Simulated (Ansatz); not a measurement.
**F5H2W (doublet): density, localisation and related maps**

The calculation's input:

```
crystal:
  periodic: [false, false, false]
  atoms:
    - { symbol: W, position_ang: [0.0, 0.0, -0.364862] }
    - { symbol: H, position_ang: [0.0, 0.0, 2.551928] }
    - { symbol: F, position_ang: [1.855248, -0.05877, -0.047033] }
    - { symbol: F, position_ang: [-0.05877, 1.855248, -0.047033] }
    - { symbol: F, position_ang: [-1.855248, 0.05877, -0.047033] }
    - { symbol: F, position_ang: [0.05877, -1.855248, -0.047033] }
    - { symbol: F, position_ang: [0.0, 0.0, -2.22214] }
    - { symbol: H, position_ang: [0.0, 0.0, 3.273206] }
magnetization:
  spin_polarized: true
  initial_magnetization: 1
basis:
  gaussian: { orbitals: def2-SVP }
hamiltonian:
  xc: pbe
  dispersion: d4
relax:
  f_tol: 0.03
  max_steps: 50
output:
  orbitals: {}
```

Run with:

```sh
ansatz run input.yaml --threads 4 --pin off --max-ram 5120MiB --backend cpu --events-out ev --progress --plain --runs-dir out
```

The fields are those of the relaxed geometry.

Core potentials replace the inner electrons of W.

The calculation used UKS PBE-D4/def2-SVP in Ansatz.

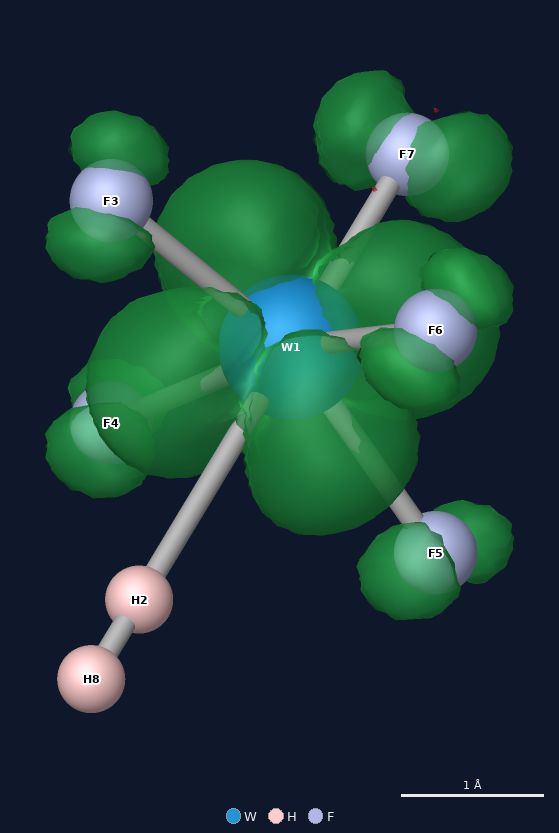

Figure 1. Isosurfaces of the spin density (α minus β) at +0.03 (green) and −0.03 e/Å³ (red), seen at an oblique angle.

Which atoms carry the spin?

Answer. The unpaired spin (1 electron) lies mostly on W1 (about 0.8) and F7 (about 0.1), in electrons by Hirshfeld's partition.

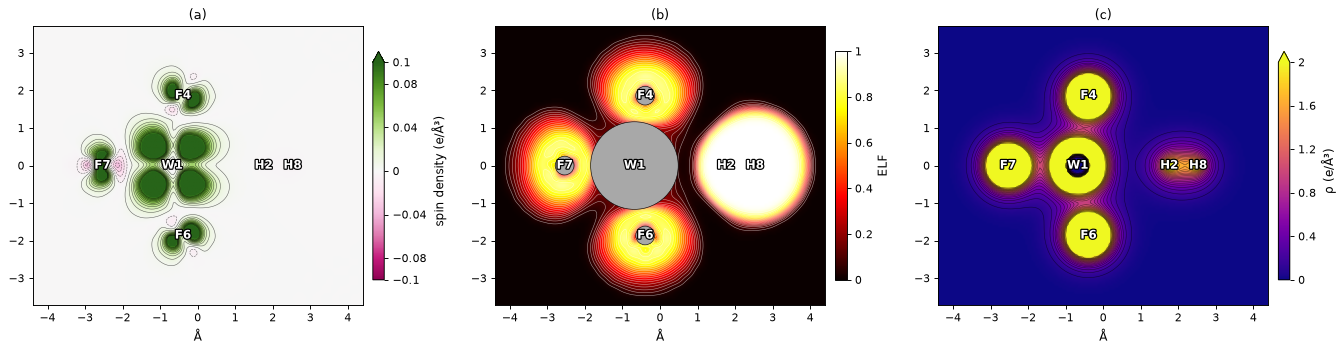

Figure 2. (a) spin density; (b) ELF; (c) electron density on the plane of atoms F4, W1 and F7. Grey discs cover the atomic cores in the ELF map.

What does the map show?

Answer.
- Atoms in the plane: W, H and F.
- W–F (1.86 Å): the density is about 1.1 e/Å³ at the midpoint; the ELF peaks at about 0.85 in the valence shell of F, 0.5 Å from its nucleus, and drops to about 0.20 between the two atoms.
- H–H (0.77 Å): ρ is about 1.6 e/Å³ halfway; the ELF is about 1 at the midpoint.
- W–H (2.44 Å): ρ at the midpoint is about 0.14 e/Å³; the ELF climbs to about 1 towards the hydrogen.

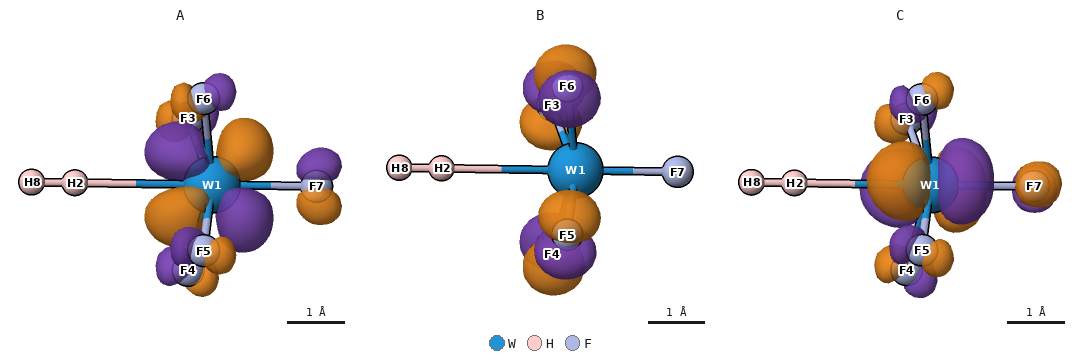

Figure 3. Three frontier orbitals at ±0.2 Å⁻³ᐟ² (orange and purple are the two phases), in no order.

Order the three orbitals by energy and name them. All are α orbitals.

Answer. B is the HOMO−1 (α) (−9.71 eV). Its weight (Hirshfeld) is mainly on F4 (about 25 %), F3 (about 25 %), F6 (about 25 %) and F5 (about 25 %); largely a combination of lone pairs on F4, F3, F6 and F5. C is the HOMO (α) (−5.01 eV). Its weight (Hirshfeld) is mainly on W1 (about 65 %) and F7 (about 10 %). A is the LUMO (α) (−4.73 eV). By Hirshfeld shares it lies mainly on W1 (about 65 %) and F7 (about 10 %).

What is the gap between the highest occupied and lowest empty α orbitals?

Answer. 0.28 eV between the orbital energies.
